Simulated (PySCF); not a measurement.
# The bond of HoN, level by level

One job finds the state of HoN, follows it along the bond with each method and fits the curves.

Program: PySCF 2.14.0. Level of theory: Ho x2c-SVPall, N x2c-SVPall, spin-free X2C with a Gaussian nucleus. These are calculated values, not measurements.

## 1. The job

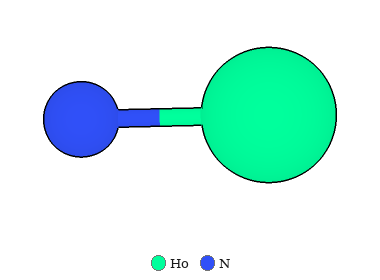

The two atoms at the starting distance (holmium green, nitrogen blue).

The job is set up so:

- atoms: Ho, N
- charge: 0
- basis: Ho x2c-SVPall, N x2c-SVPall
- Hamiltonian: spin-free X2C with a Gaussian nucleus
- basis functions: 99
- electrons treated: 74
- masses in u: 164.9303, 14.0031
- levels: PBE0, PBE, r²SCAN, PBEsol, TPSSh, HSE06, HF, MP2, SCS-MP2
- grid: 80 radial by 434 angular points
- occupations: held fixed by the projection of orbital angular momentum
- dissociation limit: Ho + N, each in its ground configuration
- starting distance in angstrom: 1.978
- values of 2S to try: 2, 4, 6

Launch:

```sh
> OMP_NUM_THREADS=2 python dia.py task.json out
```

After the search, every level is run at each distance in turn; below they are sorted by level.

## 2. Search for the lowest state

Unrestricted PBE0 solutions at 1.978 Å, counted from the lowest. The search isn't exhaustive.

```tsv
2Ms+1	unpaired	term	E (eV)	⟨S²⟩	⟨Lz²⟩	μ (D)
7	σ ↑↑, π ↑↑, δ ↑, φ ↑	not assigned	0.00	12.01	12.26	-5.06
5	π ↑↑, δ ↑, φ ↑	not assigned	0.03	6.88	12.23	-4.68
5	σ ↑, δ ↑, φ ↑↑	not assigned	0.18	6.87	11.91	-4.74
3	σ ↓↓, π ↑↑, δ ↑, φ ↑	not assigned	0.26	4.02	12.06	-4.98
7	σ ↑, π ↑↑↑, δ ↑, φ ↑	not assigned	0.31	12.00	12.75	-5.24
7	σ ↑, π ↑↑↑, δ ↑, φ ↑	not assigned	0.31	12.00	12.75	-5.24
```

6 of 14 solutions are listed, lowest first.

A term symbol stands only where ⟨S²⟩ and ⟨Lz²⟩ are near those of a pure state. A positive dipole means Ho(−)N(+).

The most promising solutions are followed along the bond (rough minima from three points):

```tsv
2Ms+1	unpaired	R at minimum (Å)	energy at minimum (eV)
7	σ ↑↑, π ↑↑, δ ↑, φ ↑	1.81	0.00
5	π ↑↑, δ ↑, φ ↑	1.83	0.11
3	σ ↓↓, π ↑↑, δ ↑, φ ↑	1.83	0.31
```

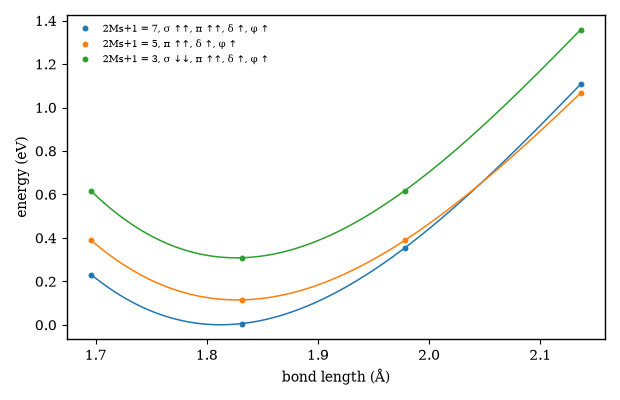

Short scans of the candidates.

The search made 25 SCF attempts at the starting distance; with the short scans it took 3.4 min of wall time (2 threads of Arm Neoverse V1, shared host).

## 3. First curve: PBE0

State followed: septet, unpaired electrons σ ↑↑, π ↑↑, δ ↑, φ ↑, about 10.2 electrons in the 4f shell (Mulliken). The scan is laid around 1.811 Å.

Output of the SCF at 1.811 Å:

```text
******** <class 'pyscf.dft.uks_symm.SymAdaptedUKS'> ********
method = SymAdaptedUKS
initial guess = minao
damping factor = 0
level_shift factor = 0
DIIS = <class 'pyscf.scf.diis.CDIIS'>
diis_start_cycle = 1
diis_space = 10
diis_damp = 0
SCF conv_tol = 1e-09
SCF conv_tol_grad = None
SCF max_cycles = 60
direct_scf = False
max_memory 3500 MB (current use 1025 MB)
number electrons alpha = 40  beta = 34
XC library pyscf.dft.libxc version 7.0.0
    S. Lehtola, C. Steigemann, M. J.T. Oliveira, and M. A.L. Marques.,  SoftwareX 7, 1–5 (2018)
XC functionals = PBE0
    C. Adamo and V. Barone.,  J. Chem. Phys. 110, 6158 (1999)
    M. Ernzerhof and G. E. Scuseria.,  J. Chem. Phys. 110, 5029 (1999)
small_rho_cutoff = 0
Overwritten attributes  get_jk get_hcore get_k get_occ get_j  of <class 'pyscf.dft.uks_symm.SymAdaptedUKS'>
<class 'pyscf.dft.uks_symm.SymAdaptedUKS'> does not have attributes  refdm
Set gradient conv threshold to 3.16228e-05
init E= -12669.8163620636
cycle= 1 E= -12669.8111035742  delta_E= 0.00526  |g|= 0.019  |ddm|= 0.0337
cycle= 2 E= -12669.8099048379  delta_E= 0.0012  |g|= 0.0582  |ddm|= 0.0549
cycle= 3 E= -12669.8112725957  delta_E= -0.00137  |g|= 0.00801  |ddm|= 0.0379
cycle= 4 E= -12669.8112883394  delta_E= -1.57e-05  |g|= 0.00154  |ddm|= 0.00441
cycle= 5 E= -12669.8112888442  delta_E= -5.05e-07  |g|= 0.000767  |ddm|= 0.00128
cycle= 6 E= -12669.8112892487  delta_E= -4.04e-07  |g|= 0.00019  |ddm|= 0.00134
cycle= 7 E= -12669.8112893285  delta_E= -7.98e-08  |g|= 7.74e-05  |ddm|= 0.000627
cycle= 8 E= -12669.8112893527  delta_E= -2.42e-08  |g|= 5.87e-05  |ddm|= 0.000271
cycle= 9 E= -12669.8112893764  delta_E= -2.37e-08  |g|= 4.86e-05  |ddm|= 0.000272
cycle= 10 E= -12669.8112894215  delta_E= -4.51e-08  |g|= 3.43e-05  |ddm|= 0.000663
cycle= 11 E= -12669.8112894539  delta_E= -3.24e-08  |g|= 2.18e-05  |ddm|= 0.000769
cycle= 12 E= -12669.8112894639  delta_E= -1e-08  |g|= 1.25e-05  |ddm|= 0.00053
cycle= 13 E= -12669.811289465  delta_E= -1.12e-09  |g|= 4.07e-06  |ddm|= 0.000181
cycle= 14 E= -12669.8112894651  delta_E= -9.28e-11  |g|= 2.62e-06  |ddm|= 4.52e-05
Extra cycle  E= -12669.8112894651  delta_E= 1.27e-11  |g|= 5.24e-06  |ddm|= 4.59e-06
converged SCF energy = -12669.8112894651  <S^2> = 12.005603  2S+1 = 7.0016007
```

Points of the scan, energies from the lowest:

```tsv
R (Å)	E (eV)	μ (D)	Mulliken charge of Ho (e)	Mayer bond order	⟨S²⟩	HOMO (eV)	LUMO (eV)
1.5575	1.3176	-2.60	0.17	2.81	12.01	-4.29	-2.29
1.6299	0.6180	-3.11	0.21	2.69	12.01	-4.38	-2.34
1.7023	0.2050	-3.57	0.25	2.58	12.01	-4.47	-2.33
1.7567	0.0479	-3.89	0.28	2.52	12.01	-4.54	-2.33
1.8110	0.0000	-4.20	0.30	2.47	12.01	-4.62	-2.37
1.8653	0.0431	-4.50	0.32	2.43	12.01	-4.69	-2.44
1.9378	0.2145	-4.86	0.35	2.39	12.01	-4.79	-2.56
2.0283	0.5634	-5.28	0.37	2.35	12.01	-4.91	-2.70
2.1370	1.1110	-5.69	0.40	2.29	12.01	-4.95	-2.85
2.2819	1.9203	-6.07	0.42	2.16	12.05	-4.43	-3.01
```

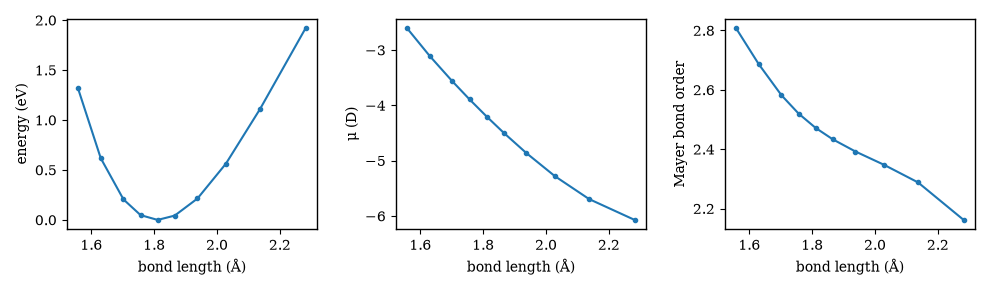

PBE0 along the bond.

The fit gives Re = 1.811 Å, ωe = 806 cm⁻¹, ωexe = 2.25 cm⁻¹, αe = 0.00126 cm⁻¹, Be = 0.3983 cm⁻¹, De = 2.49 eV, μ = -4.20 D.

Orbitals nearest the gap at 1.811 Å:

```tsv
spin	orbital	ε (eV)	filled	made of
α	δ	-12.12	yes	Ho f 100 %
β	φ	-9.87	yes	Ho f 100 %
β	δ	-9.75	yes	Ho f 100 %
β	σ	-9.58	yes	Ho f 96 %
α	σ	-7.51	yes	N p 68 %, Ho d 20 %
α	π	-6.68	yes	N p 69 %, Ho d 27 %
α	π	-6.67	yes	N p 69 %, Ho d 27 %
β	π	-6.29	yes	N p 67 %, Ho d 23 %
β	π	-6.28	yes	N p 66 %, Ho d 23 %, Ho f 8 %
α	σ	-4.62	yes	Ho s 80 %, Ho d 10 %, Ho p 9 %
β	σ	-2.37	no	Ho s 43 %, N p 31 %, Ho p 17 %
β	σ	-1.99	no	Ho s 44 %, Ho d 32 %, N p 21 %
α	δ	-0.90	no	Ho d 100 %
α	δ	-0.85	no	Ho d 100 %
```

Polarisability there: 78.7 bohr³ along the bond, 104.4 across it. Without diffuse functions these come out too small, above all across the bond.

## 4. Fields at the reference distance

Orbitals, density, ELF and potential are computed afterwards from the orbital file.

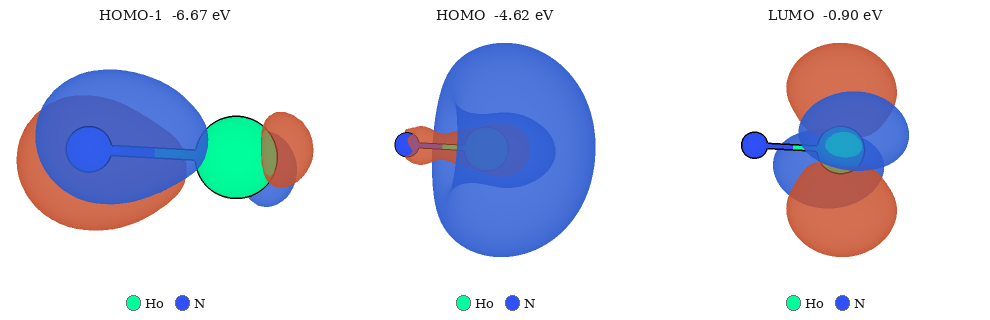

PBE0 orbitals (alpha spin) near the gap, drawn at the value that encloses 70 % of each; the two colours are the two signs.

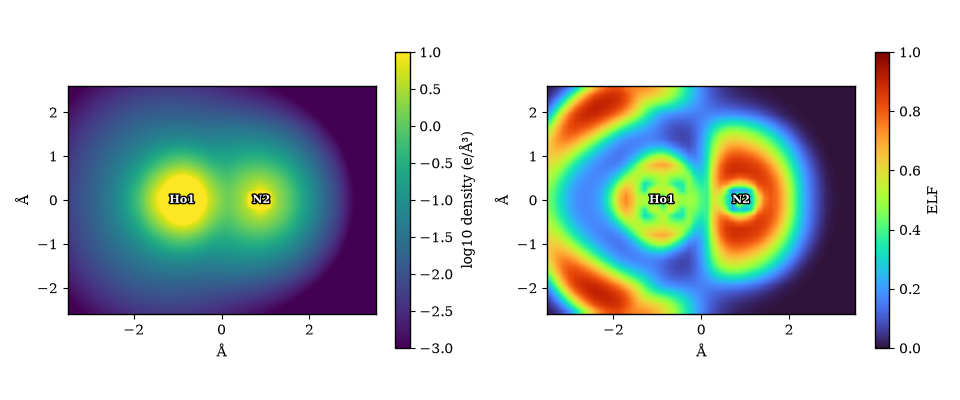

Density (left) and ELF (right) in a plane through or near 2 of the atoms.

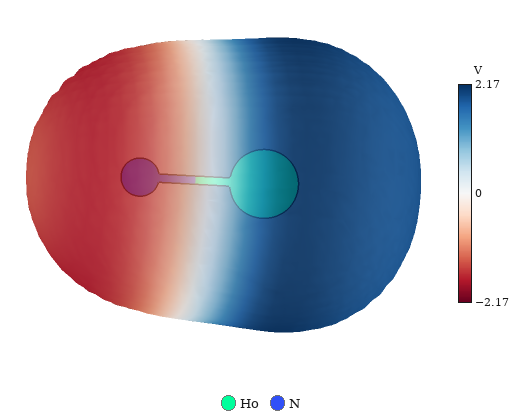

The potential that a unit positive charge feels on the 0.002 e/bohr³ surface, from -1.72 V near N2 to 2.17 V near Ho1.

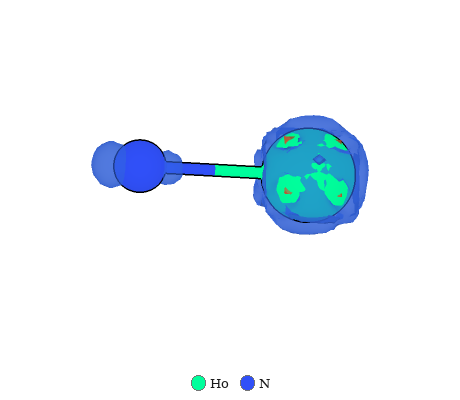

Spin density at ±1 e/Å³ (alpha excess blue, beta excess red).

## 5. Other states along the same grid

State 2: Ms = 2 determinant of mixed spin (⟨S²⟩ = 6.87), unpaired electrons π ↑↑, δ ↑, φ ↑, an excited solution, about 10.2 electrons in the 4f shell (Mulliken).

Output of the SCF at 1.811 Å:

```text
******** <class 'pyscf.dft.uks_symm.SymAdaptedUKS'> ********
method = SymAdaptedUKS
initial guess = minao
damping factor = 0
level_shift factor = 0
DIIS = <class 'pyscf.scf.diis.CDIIS'>
diis_start_cycle = 1
diis_space = 10
diis_damp = 0
SCF conv_tol = 1e-09
SCF conv_tol_grad = None
SCF max_cycles = 60
direct_scf = False
max_memory 3500 MB (current use 1144 MB)
number electrons alpha = 39  beta = 35
XC library pyscf.dft.libxc version 7.0.0
    S. Lehtola, C. Steigemann, M. J.T. Oliveira, and M. A.L. Marques.,  SoftwareX 7, 1–5 (2018)
XC functionals = PBE0
    C. Adamo and V. Barone.,  J. Chem. Phys. 110, 6158 (1999)
    M. Ernzerhof and G. E. Scuseria.,  J. Chem. Phys. 110, 5029 (1999)
small_rho_cutoff = 0
Set gradient conv threshold to 3.16228e-05
init E= -12669.8118858665
cycle= 1 E= -12669.8066669499  delta_E= 0.00522  |g|= 0.02  |ddm|= 0.0398
cycle= 2 E= -12669.8049275401  delta_E= 0.00174  |g|= 0.0676  |ddm|= 0.0696
cycle= 3 E= -12669.8068620371  delta_E= -0.00193  |g|= 0.00779  |ddm|= 0.0464
cycle= 4 E= -12669.806877856  delta_E= -1.58e-05  |g|= 0.00218  |ddm|= 0.00464
cycle= 5 E= -12669.8068791939  delta_E= -1.34e-06  |g|= 0.00126  |ddm|= 0.00257
cycle= 6 E= -12669.8068808242  delta_E= -1.63e-06  |g|= 0.000321  |ddm|= 0.00274
cycle= 7 E= -12669.8068817279  delta_E= -9.04e-07  |g|= 0.000308  |ddm|= 0.00376
cycle= 8 E= -12669.8068822892  delta_E= -5.61e-07  |g|= 0.000199  |ddm|= 0.00357
cycle= 9 E= -12669.8068825518  delta_E= -2.63e-07  |g|= 9.79e-05  |ddm|= 0.00287
cycle= 10 E= -12669.8068826446  delta_E= -9.28e-08  |g|= 2.83e-05  |ddm|= 0.00262
cycle= 11 E= -12669.8068826508  delta_E= -6.19e-09  |g|= 2.32e-05  |ddm|= 0.000226
cycle= 12 E= -12669.8068826575  delta_E= -6.66e-09  |g|= 2.01e-05  |ddm|= 0.000254
cycle= 13 E= -12669.8068826642  delta_E= -6.71e-09  |g|= 1.29e-05  |ddm|= 0.000272
cycle= 14 E= -12669.8068826691  delta_E= -4.88e-09  |g|= 9.74e-06  |ddm|= 0.000347
cycle= 15 E= -12669.80688267  delta_E= -9.39e-10  |g|= 3e-06  |ddm|= 0.00017
Extra cycle  E= -12669.80688267  delta_E= -2.73e-11  |g|= 3.08e-06  |ddm|= 8.84e-06
converged SCF energy = -12669.80688267  <S^2> = 6.8543288  2S+1 = 5.3307894
```

No constants are quoted: the points don't follow one smooth fit.

State 3: Ms = 1 determinant of mixed spin (⟨S²⟩ = 4.01), unpaired electrons σ ↓↓, π ↑↑, δ ↑, φ ↑, an excited solution, about 10.1 electrons in the 4f shell (Mulliken).

Output of the SCF at 1.811 Å:

```text
******** <class 'pyscf.dft.uks_symm.SymAdaptedUKS'> ********
method = SymAdaptedUKS
initial guess = minao
damping factor = 0
level_shift factor = 0
DIIS = <class 'pyscf.scf.diis.CDIIS'>
diis_start_cycle = 1
diis_space = 10
diis_damp = 0
SCF conv_tol = 1e-09
SCF conv_tol_grad = None
SCF max_cycles = 60
direct_scf = False
max_memory 3500 MB (current use 1144 MB)
number electrons alpha = 38  beta = 36
XC library pyscf.dft.libxc version 7.0.0
    S. Lehtola, C. Steigemann, M. J.T. Oliveira, and M. A.L. Marques.,  SoftwareX 7, 1–5 (2018)
XC functionals = PBE0
    C. Adamo and V. Barone.,  J. Chem. Phys. 110, 6158 (1999)
    M. Ernzerhof and G. E. Scuseria.,  J. Chem. Phys. 110, 5029 (1999)
small_rho_cutoff = 0
Set gradient conv threshold to 3.16228e-05
init E= -12669.8049294125
cycle= 1 E= -12669.7996563225  delta_E= 0.00527  |g|= 0.0192  |ddm|= 0.0326
cycle= 2 E= -12669.7985782731  delta_E= 0.00108  |g|= 0.0543  |ddm|= 0.0546
cycle= 3 E= -12669.7998341461  delta_E= -0.00126  |g|= 0.00618  |ddm|= 0.0375
cycle= 4 E= -12669.7998431433  delta_E= -9e-06  |g|= 0.00119  |ddm|= 0.00337
cycle= 5 E= -12669.7998434861  delta_E= -3.43e-07  |g|= 0.000506  |ddm|= 0.00119
cycle= 6 E= -12669.7998437093  delta_E= -2.23e-07  |g|= 0.000173  |ddm|= 0.00101
cycle= 7 E= -12669.7998437672  delta_E= -5.79e-08  |g|= 5.81e-05  |ddm|= 0.000551
cycle= 8 E= -12669.7998437844  delta_E= -1.72e-08  |g|= 5.04e-05  |ddm|= 0.000266
cycle= 9 E= -12669.7998437961  delta_E= -1.17e-08  |g|= 3.59e-05  |ddm|= 0.000183
cycle= 10 E= -12669.7998438114  delta_E= -1.53e-08  |g|= 3.12e-05  |ddm|= 0.000275
cycle= 11 E= -12669.7998438456  delta_E= -3.42e-08  |g|= 1.99e-05  |ddm|= 0.000819
cycle= 12 E= -12669.7998438642  delta_E= -1.86e-08  |g|= 7.05e-06  |ddm|= 0.00103
cycle= 13 E= -12669.7998438646  delta_E= -4.8e-10  |g|= 2.49e-06  |ddm|= 0.000154
Extra cycle  E= -12669.7998438647  delta_E= -5.46e-12  |g|= 2.56e-06  |ddm|= 7.52e-06
converged SCF energy = -12669.7998438647  <S^2> = 4.009314  2S+1 = 4.1276211
```

Re = 1.825 Å, ωe = 818 cm⁻¹; the determinant mixes terms (⟨S²⟩ = 4.01, ⟨Lz²⟩ = 12.01), so these belong to no real state. Its minimum lies 0.31 eV above that of the lowest state.

Energy (eV) from the lowest point of the lowest state:

```tsv
R (Å)	lowest	state 2	state 3
1.558	1.318	1.386	1.872
1.630	0.618	0.729	1.071
1.702	0.205	0.365	0.584
1.757	0.048	0.196	0.388
1.811	0.000	0.120	0.311
1.865	0.043	0.134	0.334
1.938	0.214	0.269	0.486
2.028	0.563	0.574	0.821
2.137	1.111	1.070	1.362
2.282	1.920	1.806	2.199
```

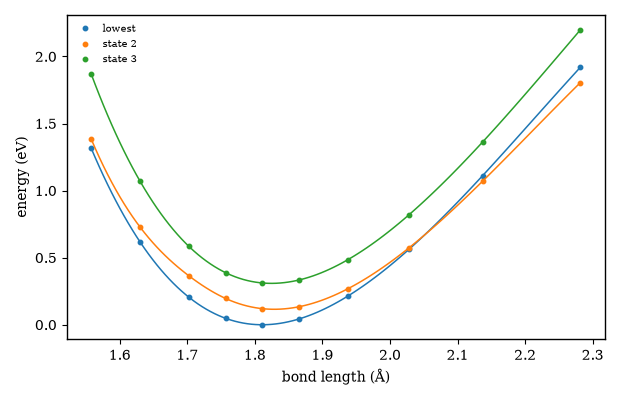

PBE0 curves of the followed states.

## 6. PBE (GGA)

The SCF at the reference distance, 1.811 Å, printed:

```text
******** <class 'pyscf.dft.uks_symm.SymAdaptedUKS'> ********
method = SymAdaptedUKS
initial guess = minao
damping factor = 0
level_shift factor = 0
DIIS = <class 'pyscf.scf.diis.CDIIS'>
diis_start_cycle = 1
diis_space = 10
diis_damp = 0
SCF conv_tol = 1e-09
SCF conv_tol_grad = None
SCF max_cycles = 60
direct_scf = False
max_memory 3500 MB (current use 1144 MB)
number electrons alpha = 40  beta = 34
XC library pyscf.dft.libxc version 7.0.0
    S. Lehtola, C. Steigemann, M. J.T. Oliveira, and M. A.L. Marques.,  SoftwareX 7, 1–5 (2018)
XC functionals = PBE
    J. P. Perdew, K. Burke, and M. Ernzerhof.,  Phys. Rev. Lett. 77, 3865 (1996)
    J. P. Perdew, K. Burke, and M. Ernzerhof.,  Phys. Rev. Lett. 78, 1396 (1997)
    J. P. Perdew, K. Burke, and M. Ernzerhof.,  Phys. Rev. Lett. 77, 3865 (1996)
    J. P. Perdew, K. Burke, and M. Ernzerhof.,  Phys. Rev. Lett. 78, 1396 (1997)
small_rho_cutoff = 0
Set gradient conv threshold to 3.16228e-05
init E= -12669.9732327387
cycle= 1 E= -12669.5538250226  delta_E= 0.419  |g|=  1.4  |ddm|= 0.836
cycle= 2 E= -12662.3741200464  delta_E= 7.18  |g|= 6.77  |ddm|=  6.6
cycle= 3 E= -12668.8021740542  delta_E= -6.43  |g|= 2.26  |ddm|= 6.35
cycle= 4 E= -12669.3706560353  delta_E= -0.568  |g|= 1.55  |ddm|= 1.72
cycle= 5 E= -12669.508720203  delta_E= -0.138  |g|= 1.45  |ddm|= 1.17
cycle= 6 E= -12669.644650199  delta_E= -0.136  |g|= 1.27  |ddm|= 0.15
cycle= 7 E= -12669.7952283323  delta_E= -0.151  |g|= 0.523  |ddm|= 1.29
cycle= 8 E= -12669.9311410497  delta_E= -0.136  |g|= 0.607  |ddm|= 1.26
cycle= 9 E= -12669.8762667791  delta_E= 0.0549  |g|= 0.749  |ddm|= 0.167
cycle= 10 E= -12669.948911439  delta_E= -0.0726  |g|= 0.493  |ddm|= 0.173
cycle= 11 E= -12669.9704009954  delta_E= -0.0215  |g|= 0.378  |ddm|= 0.0534
cycle= 12 E= -12669.9648738151  delta_E= 0.00553  |g|=  0.4  |ddm|= 0.0419
cycle= 13 E= -12669.9850871036  delta_E= -0.0202  |g|= 0.265  |ddm|= 0.0553
cycle= 14 E= -12670.0001583001  delta_E= -0.0151  |g|= 0.0168  |ddm|= 0.11
cycle= 15 E= -12670.0002178142  delta_E= -5.95e-05  |g|= 0.0154  |ddm|= 0.024
cycle= 16 E= -12670.0002661415  delta_E= -4.83e-05  |g|= 0.00801  |ddm|= 0.0132
cycle= 17 E= -12670.0002900105  delta_E= -2.39e-05  |g|= 0.000858  |ddm|= 0.0126
cycle= 18 E= -12670.0002928613  delta_E= -2.85e-06  |g|= 0.000712  |ddm|= 0.00899
cycle= 19 E= -12670.0002934012  delta_E= -5.4e-07  |g|= 0.000459  |ddm|= 0.0041
cycle= 20 E= -12670.0002934754  delta_E= -7.42e-08  |g|= 5.24e-05  |ddm|= 0.00144
cycle= 21 E= -12670.0002934775  delta_E= -2.07e-09  |g|= 2.41e-05  |ddm|= 0.000299
cycle= 22 E= -12670.000293478  delta_E= -4.75e-10  |g|= 3.32e-06  |ddm|= 9.85e-05
Extra cycle  E= -12670.0002934778  delta_E= 1.46e-10  |g|= 2.82e-05  |ddm|= 1.77e-05
converged SCF energy = -12670.0002934778  <S^2> = 12.003796  2S+1 = 7.0010845
```

Re = 1.825 Å, ωe = 701 cm⁻¹, ωexe = 6.22 cm⁻¹, αe = 0.00313 cm⁻¹, Be = 0.3922 cm⁻¹, De = 3.04 eV, μ = -3.82 D. 3.8 min of CPU time for 12 points, integrals apart.

## 7. r²SCAN (meta-GGA)

Log of the SCF at 1.811 Å:

```text
******** <class 'pyscf.dft.uks_symm.SymAdaptedUKS'> ********
method = SymAdaptedUKS
initial guess = minao
damping factor = 0
level_shift factor = 0
DIIS = <class 'pyscf.scf.diis.CDIIS'>
diis_start_cycle = 1
diis_space = 10
diis_damp = 0
SCF conv_tol = 1e-09
SCF conv_tol_grad = None
SCF max_cycles = 60
direct_scf = False
max_memory 3500 MB (current use 1144 MB)
number electrons alpha = 40  beta = 34
XC library pyscf.dft.libxc version 7.0.0
    S. Lehtola, C. Steigemann, M. J.T. Oliveira, and M. A.L. Marques.,  SoftwareX 7, 1–5 (2018)
XC functionals = R2SCAN
    J. W. Furness, A. D. Kaplan, J. Ning, J. P. Perdew, and J. Sun.,  J. Phys. Chem. Lett. 11, 8208-8215 (2020)
    J. W. Furness, A. D. Kaplan, J. Ning, J. P. Perdew, and J. Sun.,  J. Phys. Chem. Lett. 11, 9248-9248 (2020)
    J. W. Furness, A. D. Kaplan, J. Ning, J. P. Perdew, and J. Sun.,  J. Phys. Chem. Lett. 11, 8208-8215 (2020)
    J. W. Furness, A. D. Kaplan, J. Ning, J. P. Perdew, and J. Sun.,  J. Phys. Chem. Lett. 11, 9248-9248 (2020)
small_rho_cutoff = 0
Set gradient conv threshold to 3.16228e-05
init E= -12670.2307888475
cycle= 1 E= -12670.2249959863  delta_E= 0.00579  |g|= 0.213  |ddm|= 0.265
cycle= 2 E= -12669.7865377441  delta_E= 0.438  |g|= 1.32  |ddm|= 1.05
cycle= 3 E= -12670.2129105794  delta_E= -0.426  |g|= 0.281  |ddm|= 1.01
cycle= 4 E= -12670.2361345998  delta_E= -0.0232  |g|= 0.0586  |ddm|= 0.193
cycle= 5 E= -12670.2375567175  delta_E= -0.00142  |g|= 0.0116  |ddm|= 0.047
cycle= 6 E= -12670.2375427166  delta_E= 1.4e-05  |g|= 0.0177  |ddm|= 0.0167
cycle= 7 E= -12670.2376229285  delta_E= -8.02e-05  |g|= 0.0064  |ddm|= 0.00722
cycle= 8 E= -12670.2376367762  delta_E= -1.38e-05  |g|= 0.00171  |ddm|= 0.00738
cycle= 9 E= -12670.2376395889  delta_E= -2.81e-06  |g|= 0.000479  |ddm|= 0.00355
cycle= 10 E= -12670.2376429681  delta_E= -3.38e-06  |g|= 0.00128  |ddm|= 0.00677
cycle= 11 E= -12670.2376472229  delta_E= -4.25e-06  |g|= 0.000893  |ddm|= 0.011
cycle= 12 E= -12670.2376490032  delta_E= -1.78e-06  |g|= 0.000183  |ddm|= 0.00861
cycle= 13 E= -12670.2376492957  delta_E= -2.92e-07  |g|= 0.00013  |ddm|= 0.00539
cycle= 14 E= -12670.2376492995  delta_E= -3.81e-09  |g|= 1.52e-05  |ddm|= 8.29e-05
cycle= 15 E= -12670.2376492995  delta_E= -5.09e-11  |g|= 1.29e-05  |ddm|= 5.49e-05
Extra cycle  E= -12670.237649297  delta_E= 2.54e-09  |g|= 0.000107  |ddm|= 5.55e-05
converged SCF energy = -12670.237649297  <S^2> = 12.007402  2S+1 = 7.0021145
```

No constants are quoted: the points don't follow one smooth fit. 6.9 min of CPU time for 12 points, integrals apart.

[end of part 1 of 2]
